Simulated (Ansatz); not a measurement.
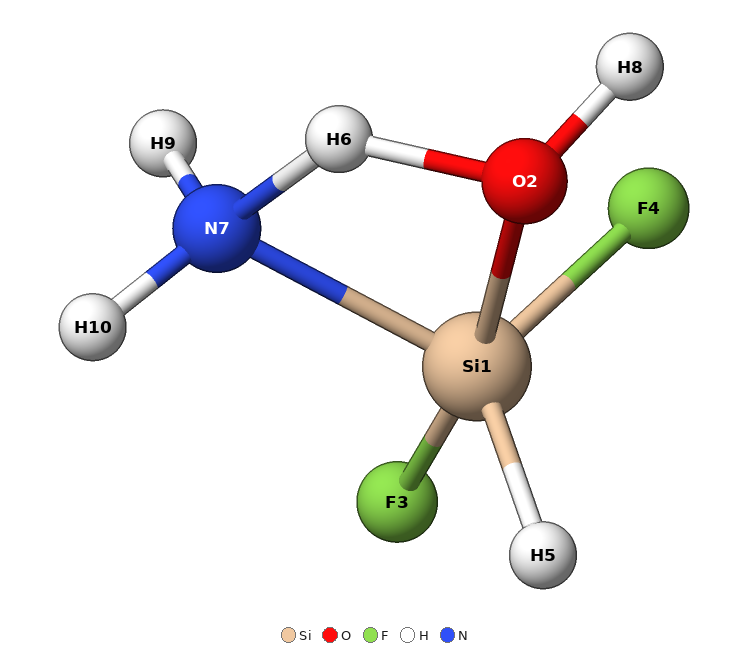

Harmonic vibrations computed with RKS PBE0-D4/def2-SVP (Ansatz 0.2.0) at a stationary point of the same level.

Is this a minimum or a saddle point?

Answer. A first-order saddle point: one imaginary frequency, 1133i cm⁻¹.

How many vibrational modes are there, and where do they lie?

Answer. 24 modes: 1133i, 133, 247, 269, 340, 383, 452, 527, 581, 702, 760, 775, 815, 833, 916, 959, 1044, 1519, 1577, 1877, 2311, 3538, 3624, 3878 cm⁻¹.
